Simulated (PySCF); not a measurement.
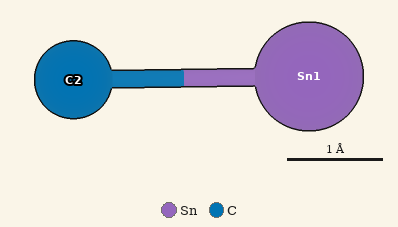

**Figure 1.** The structure (ball-and-stick view, seen at a tilt; atoms are numbered from 1 in the order of the input). Sticks mark near contacts. Bond lengths as drawn: C–Sn 2.48 Å.

## Run report: CSn (charge −1), single-point calculation

CSn, charge −1, multiplicity 2, computed with UHF/crenbl, mp2 (PySCF 2.14.0).

The run did not end well.

**Output**
```
PySCF version 2.14.0

[INPUT] verbose = 4
[INPUT] num. atoms = 2
[INPUT] num. electrons = 19
[INPUT] charge = -1
[INPUT] spin (= nelec alpha-beta = 2S) = 1
[INPUT] symmetry False subgroup None
[INPUT] Mole.unit = angstrom
[INPUT] Symbol           X                Y                Z      unit          X                Y                Z       unit  Magmom
[INPUT]  1 Sn     0.000000000000   0.000000000000   0.000000000000 AA    0.000000000000   0.000000000000   0.000000000000 Bohr   0.0
[INPUT]  2 C      0.000000000000   0.000000000000   2.484000000000 AA    0.000000000000   0.000000000000   4.694079693420 Bohr   0.0

nuclear repulsion = 11.9299210191304
number of shells = 18
number of NR pGTOs = 48
number of NR cGTOs = 48
basis = crenbl
ecp = {'Sn': 'crenbl', 'C': 'crenbl'}

******** <class 'pyscf.scf.uhf.UHF'> ********
method = UHF
initial guess = minao
damping factor = 0
level_shift factor = 0
DIIS = <class 'pyscf.scf.diis.CDIIS'>
diis_start_cycle = 1
diis_space = 8
diis_damp = 0
SCF conv_tol = 1e-09
SCF conv_tol_grad = None
SCF max_cycles = 50
direct_scf = True
direct_scf_tol = 1e-13
number electrons alpha = 10  beta = 9
Set gradient conv threshold to 3.16228e-05
init E= -67.0857620604581
  alpha nocc = 10  HOMO = -0.39637481486391  LUMO = -0.232435179519087

WARN: beta  nocc = 9  HOMO -0.396374814863912 >= LUMO -0.39637481486391

WARN: HOMO -0.39637481486391 >= LUMO -0.39637481486391

cycle= 1 E= -72.3806980496844  delta_E= -5.29  |g|= 1.24  |ddm|= 3.32
  alpha nocc = 10  HOMO = -0.00452448044571674  LUMO = 0.232629344402309
  beta  nocc = 9  HOMO = -0.0915553895833742  LUMO = 0.0543786886190425
  HOMO = -0.00452448044572  LUMO = 0.054378688619  gap/eV = 1.60284
cycle= 2 E= -70.5470903590085  delta_E= 1.83  |g|= 1.84  |ddm|= 5.59
  alpha nocc = 10  HOMO = 0.0695020232776713  LUMO = 0.292100318242899
  beta  nocc = 9  HOMO = 0.0956295569285928  LUMO = 0.227619142537393
  HOMO = 0.0956295569286  LUMO = 0.227619142537  gap/eV = 3.59162
cycle= 3 E= -73.0178569391698  delta_E= -2.47  |g|= 0.507  |ddm|= 2.88
  alpha nocc = 10  HOMO = -0.029521696887427  LUMO = 0.178783718066139
  beta  nocc = 9  HOMO = -0.0239570146598493  LUMO = 0.102494722154335
  HOMO = -0.0239570146598  LUMO = 0.102494722154  gap/eV = 3.44093
cycle= 4 E= -73.2532752704728  delta_E= -0.235  |g|= 0.198  |ddm|= 0.977
  alpha nocc = 10  HOMO = -0.0399931267021045  LUMO = 0.206189598286066
  beta  nocc = 9  HOMO = -0.0377442308444838  LUMO = 0.201876487869515
  HOMO = -0.0377442308445  LUMO = 0.20187648787  gap/eV = 6.52041
cycle= 5 E= -73.2808854813509  delta_E= -0.0276  |g|= 0.0697  |ddm|= 0.263
  alpha nocc = 10  HOMO = -0.0366153665761106  LUMO = 0.214755488758648
  beta  nocc = 9  HOMO = -0.0384231325602533  LUMO = 0.20076866217027
  HOMO = -0.0366153665761  LUMO = 0.20076866217  gap/eV = 6.45955
cycle= 6 E= -73.2887888651729  delta_E= -0.0079  |g|= 0.0293  |ddm|= 0.163
  alpha nocc = 10  HOMO = -0.0365432260064094  LUMO = 0.214533793177272
  beta  nocc = 9  HOMO = -0.0392120582199567  LUMO = 0.200885875836969
  HOMO = -0.0365432260064  LUMO = 0.200885875837  gap/eV = 6.46077
cycle= 7 E= -73.2892808816876  delta_E= -0.000492  |g|= 0.0302  |ddm|= 0.00837
  alpha nocc = 10  HOMO = -0.0429791605366858  LUMO = 0.22804047616755
  beta  nocc = 9  HOMO = -0.0316122743438005  LUMO = 0.197743766295148
  HOMO = -0.0316122743438  LUMO = 0.197743766295  gap/eV = 6.24110
cycle= 8 E= -73.2832396099765  delta_E= 0.00604  |g|= 0.0154  |ddm|= 0.182
  alpha nocc = 10  HOMO = -0.0412166045551838  LUMO = 0.223973363345184
  beta  nocc = 9  HOMO = -0.0283054256444508  LUMO = 0.19866597961135
  HOMO = -0.0283054256445  LUMO = 0.198665979611  gap/eV = 6.17621
cycle= 9 E= -73.2837798526916  delta_E= -0.00054  |g|= 0.0126  |ddm|= 0.0383
  alpha nocc = 10  HOMO = -0.04121769008703  LUMO = 0.223072748132838
  beta  nocc = 9  HOMO = -0.0277128187621436  LUMO = 0.199657377249574
  HOMO = -0.0277128187621  LUMO = 0.19965737725  gap/eV = 6.18706
cycle= 10 E= -73.2843370841158  delta_E= -0.000557  |g|= 0.0116  |ddm|= 0.0345
  alpha nocc = 10  HOMO = -0.0402149713577993  LUMO = 0.221806347188392
  beta  nocc = 9  HOMO = -0.0268686848669009  LUMO = 0.199282296104748
  HOMO = -0.0268686848669  LUMO = 0.199282296105  gap/eV = 6.15388
cycle= 11 E= -73.2839750234732  delta_E= 0.000362  |g|= 0.0101  |ddm|= 0.0216
  alpha nocc = 10  HOMO = -0.0390748982767684  LUMO = 0.224246460839375
  beta  nocc = 9  HOMO = -0.0274098352805969  LUMO = 0.197954103631071
  HOMO = -0.0274098352806  LUMO = 0.197954103631  gap/eV = 6.13247
cycle= 12 E= -73.2834476057348  delta_E= 0.000527  |g|= 0.00738  |ddm|= 0.0526
  alpha nocc = 10  HOMO = -0.0377030673288556  LUMO = 0.228969551835952
  beta  nocc = 9  HOMO = -0.0267751327804406  LUMO = 0.198341678363353
  HOMO = -0.0267751327804  LUMO = 0.198341678363  gap/eV = 6.12574
cycle= 13 E= -73.283628663933  delta_E= -0.000181  |g|= 0.0025  |ddm|= 0.0919
  alpha nocc = 10  HOMO = -0.0362499717673321  LUMO = 0.228508287142186
  beta  nocc = 9  HOMO = -0.0247226342627627  LUMO = 0.197946524710976
  HOMO = -0.0247226342628  LUMO = 0.197946524711  gap/eV = 6.05914
cycle= 14 E= -73.2835920246689  delta_E= 3.66e-05  |g|= 0.00142  |ddm|= 0.0361
  alpha nocc = 10  HOMO = -0.0356791404382335  LUMO = 0.227872776513345
  beta  nocc = 9  HOMO = -0.0243977524441408  LUMO = 0.198102423865532
  HOMO = -0.0243977524441  LUMO = 0.198102423866  gap/eV = 6.05454
cycle= 15 E= -73.2835892273224  delta_E= 2.8e-06  |g|= 0.000884  |ddm|= 0.0107
  alpha nocc = 10  HOMO = -0.0358341757468215  LUMO = 0.228100253017823
  beta  nocc = 9  HOMO = -0.0245936143048262  LUMO = 0.198137098415103
  HOMO = -0.0245936143048  LUMO = 0.198137098415  gap/eV = 6.06081
cycle= 16 E= -73.283591318814  delta_E= -2.09e-06  |g|= 0.000484  |ddm|= 0.00506
  alpha nocc = 10  HOMO = -0.035845947995524  LUMO = 0.228180656061479
  beta  nocc = 9  HOMO = -0.024542676831437  LUMO = 0.198124553034172
  HOMO = -0.0245426768314  LUMO = 0.198124553034  gap/eV = 6.05908
cycle= 17 E= -73.2835920900318  delta_E= -7.71e-07  |g|= 0.000362  |ddm|= 0.00296
  alpha nocc = 10  HOMO = -0.0358965837878931  LUMO = 0.228239938373322
  beta  nocc = 9  HOMO = -0.0245704442088781  LUMO = 0.198128912651908
  HOMO = -0.0245704442089  LUMO = 0.198128912652  gap/eV = 6.05996
cycle= 18 E= -73.2835932787999  delta_E= -1.19e-06  |g|= 0.000272  |ddm|= 0.0035
  alpha nocc = 10  HOMO = -0.0358897750759513  LUMO = 0.228224926564247
  beta  nocc = 9  HOMO = -0.0245079131362111  LUMO = 0.198149256875639
  HOMO = -0.0245079131362  LUMO = 0.198149256876  gap/eV = 6.05881
cycle= 19 E= -73.2835944124498  delta_E= -1.13e-06  |g|= 0.000193  |ddm|= 0.00443
  alpha nocc = 10  HOMO = -0.0359188778273651  LUMO = 0.22824992590985
  beta  nocc = 9  HOMO = -0.024494904251928  LUMO = 0.198143475440788
  HOMO = -0.0244949042519  LUMO = 0.198143475441  gap/eV = 6.05830
cycle= 20 E= -73.283595067585  delta_E= -6.55e-07  |g|= 0.000164  |ddm|= 0.00356
  alpha nocc = 10  HOMO = -0.0359251870268023  LUMO = 0.228269557106398
  beta  nocc = 9  HOMO = -0.0244966208588888  LUMO = 0.198145174313479
  HOMO = -0.0244966208589  LUMO = 0.198145174313  gap/eV = 6.05839
cycle= 21 E= -73.2835951155149  delta_E= -4.79e-08  |g|= 0.000168  |ddm|= 0.000289
  alpha nocc = 10  HOMO = -0.0359229578545806  LUMO = 0.22826186510829
  beta  nocc = 9  HOMO = -0.0244994421637856  LUMO = 0.198144653181814
  HOMO = -0.0244994421638  LUMO = 0.198144653182  gap/eV = 6.05845
cycle= 22 E= -73.2835950929655  delta_E= 2.25e-08  |g|= 0.00016  |ddm|= 0.000165
  alpha nocc = 10  HOMO = -0.0358977275224843  LUMO = 0.228221981107531
  beta  nocc = 9  HOMO = -0.0245083006358937  LUMO = 0.198150621811801
  HOMO = -0.0245083006359  LUMO = 0.198150621812  gap/eV = 6.05886
cycle= 23 E= -73.283595145469  delta_E= -5.25e-08  |g|= 8.07e-05  |ddm|= 0.00225
  alpha nocc = 10  HOMO = -0.0358964167301734  LUMO = 0.228194014796297
  beta  nocc = 9  HOMO = -0.0245198451657573  LUMO = 0.198152409993095
  HOMO = -0.0245198451658  LUMO = 0.198152409993  gap/eV = 6.05922
cycle= 24 E= -73.283595168719  delta_E= -2.33e-08  |g|= 1.89e-05  |ddm|= 0.00171
  alpha nocc = 10  HOMO = -0.0358979562444646  LUMO = 0.228190584422887
  beta  nocc = 9  HOMO = -0.0245197338401482  LUMO = 0.19815282867942
  HOMO = -0.0245197338401  LUMO = 0.198152828679  gap/eV = 6.05923
cycle= 25 E= -73.2835951713642  delta_E= -2.65e-09  |g|= 1.16e-05  |ddm|= 0.000219
  alpha nocc = 10  HOMO = -0.0359009543237161  LUMO = 0.228187651197536
  beta  nocc = 9  HOMO = -0.0245214329030379  LUMO = 0.198152298003515
  HOMO = -0.024521432903  LUMO = 0.198152298004  gap/eV = 6.05926
cycle= 26 E= -73.2835951719189  delta_E= -5.55e-10  |g|= 4.58e-06  |ddm|= 9.15e-05
  alpha nocc = 10  HOMO = -0.0359013004514936  LUMO = 0.228187941671109
  beta  nocc = 9  HOMO = -0.0245210429028901  LUMO = 0.198152506456027
  HOMO = -0.0245210429029  LUMO = 0.198152506456  gap/eV = 6.05926
```

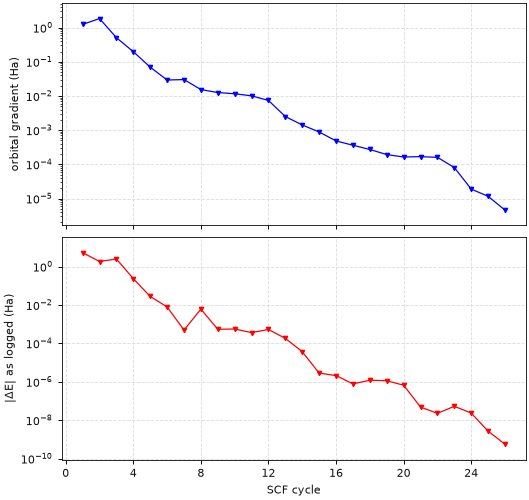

**Figure 2.** Convergence of the self-consistent field: orbital gradient and size of the energy change against the SCF cycle. The run ended after 26 cycles.

```
Extra cycle  E= -73.2835951720015  delta_E= -8.26e-11  |g|= 3.85e-06  |ddm|= 2.27e-05
converged SCF energy = -73.2835951720015  <S^2> = 0.75401313  2S+1 = 2.0040091

******** <class 'pyscf.mp.ump2.UMP2'> ********
nocc = (np.int64(-47), np.int64(-48)), nmo = (-9, -9)
frozen orbitals 57
ValueError: zero-size array to reduction operation maximum which has no identity
```

This output came from the following input.

**The input**
```python
from pyscf import gto, scf, mp

mol = gto.M(
    atom='Sn 0 0 0; C 0 0 2.484',
    basis='crenbl',
    ecp={'Sn': 'crenbl', 'C': 'crenbl'},
    charge=-1,
    spin=1,
    verbose=4,
)
mf = scf.UHF(mol)
mf.kernel()
mp.MP2(mf, frozen=57).kernel()
mf.dip_moment()
print('orbital energies (hartree):', [e[max(0, n-3):n+3].round(4) for e, n in zip(mf.mo_energy, mol.nelec)])
```

Launched with:
```bash
OMP_NUM_THREADS=1 python input.py
```

**Outcome**

- outcome: ended with an error
- SCF energy: −73.283595 hartree
- ⟨S²⟩: 0.754
- hardware: 1 CPU thread, shared host
- wall time: 0.86 s

Some settings of this run were drawn to be unusual or wrong. The run ended with an error: “zero-size array to reduction operation maximum which has no identity”
